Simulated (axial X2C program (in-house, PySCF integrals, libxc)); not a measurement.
Relativistic diatomic calculation, with input and output: MoN

- system: MoN, single determinant with M_S = 3/2 and |Λ| = 0.
- method: PBE0, spin-free X2C-1e, Mo dyall-cv3z, N dyall-av3z (cores contracted) (axial X2C program (in-house, PySCF integrals, libxc))

## The input
```
{"zs": [42, 7], "q": 0, "bas": ["dyall-cv3z", "dyall-av3z"], "levels": ["PBE0", "HF", "TPSSh"], "cc": true, "r0": 1.81, "thr": -1.0, "nmax": 90, "npts": 10, "nst": 2, "ntry": 6}
```

The line is the task of a batch: nuclear charges, charge, bases, the levels to run, a first guess of the distance and further settings. This report covers PBE0 without spin-orbit coupling. The log is that of the reference distance 1.61 Å, started from orbitals converged before.

The run was one of a batch that the task file lists, launched with:
```bash
python <driver script> task.json out
```

## Log
```
spin-free X2C-1e  PBE0
basis functions 211  fitting functions 972  grid points 5077
iter        total energy     max residual
   1      -4102.853651000     6.81e-05
   2      -4102.853651020     3.44e-05
   3      -4102.853651026     3.15e-05
   4      -4102.853651030     1.71e-05
converged
one-electron -5850.33688385  Coulomb 1782.15101486  exact exchange -32.26920560  xc functional -99.03093669  nuclear repulsion 96.63236025
```

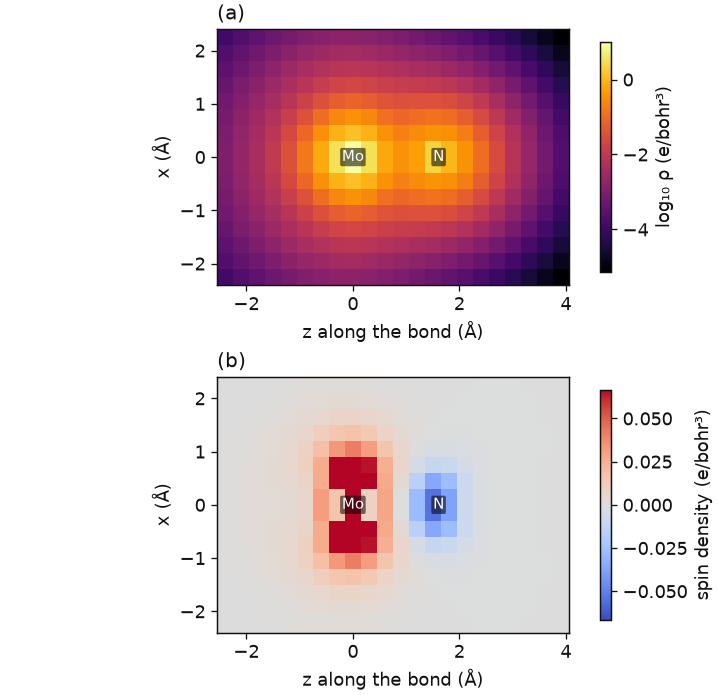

(a) electron density on a logarithmic scale; (b) spin density, in a plane that holds the axis, at 1.61 Å, on points 0.3 Å apart (one half computed, the other mirrored); the structure near the nuclei is finer than these points.

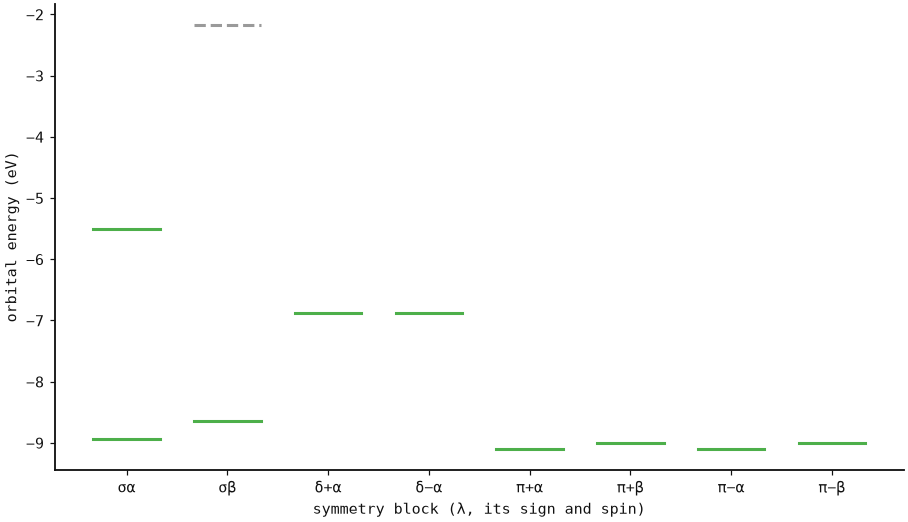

Orbital energies near the frontier at 1.61 Å, filled (solid) and empty (dashed); a label such as π−α means λ = −1 and α spin. The highest filled orbital (σα; 55 % Mo s, 20 % N p) lies at −5.50 eV, the lowest empty one (σβ; 61 % Mo s, 12 % N p) at −2.17 eV.

## What the run reported

- outcome: not converged in a step after the SCF shown
- largest ⟨S²⟩ along the curve: 3.97
- hardware: 1 thread of Intel Xeon @ 2.60GHz (Ice Lake), 24 GiB of memory available, shared host
- wall time: 15 s
- peak memory: 0.67 GiB

## Diagnosis

The SCF whose log is shown converged, but a later step did not. The run therefore gave no full result.
